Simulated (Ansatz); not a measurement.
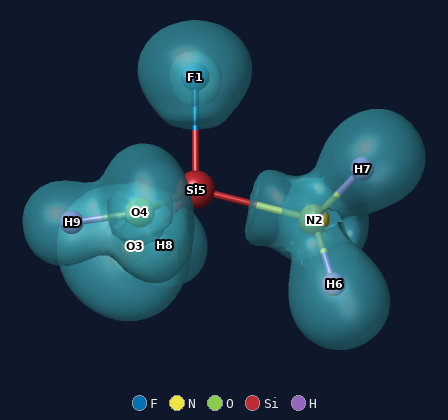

Figure. FH4NO2Si (SMILES N[Si](O)(O)F). Isosurface of the electron localisation function at 0.75 (cyan), seen from one side. Only the valence region is drawn (cores and ρ < 0.01 e/Å³ removed).

Geometry: B3LYP/6-31G*.

Method: Ansatz, isolated molecule in a Gaussian basis; Kohn-Sham density functional theory, functional PBE0.

```tsv
atom	x (Å)	y (Å)	z (Å)
F	-0.9009	0.0344	1.5564
N	1.0022	-1.7745	1.5084
O	1.3550	0.7419	0.3216
O	-0.2677	-0.9486	-0.8514
Si	0.3015	-0.4923	0.6236
H	1.6606	-2.3948	1.0534
H	0.4229	-2.2780	2.1688
H	1.8469	1.0562	1.0933
H	-0.3131	-0.2376	-1.5068
```

Question: What do the ELF domains correspond to?

Answer: The ELF exceeds this value in one region wrapped around F (its lone pairs, merged into a ring or cap), one joined region spread over several atoms (H, N), in which their bonds and any lone pairs are merged and two joined regions spread over several atoms (H, O), in which their bonds and any lone pairs are merged. Profiles from the grid: Si–F (1.61 Å): the ELF peaks at about 0.85 in the valence shell of F, 0.6 Å from its nucleus, and is about 0.55 at the midpoint. Si–O (1.65 Å): the ELF peaks at about 0.90 between the atoms; a polar covalent bond.
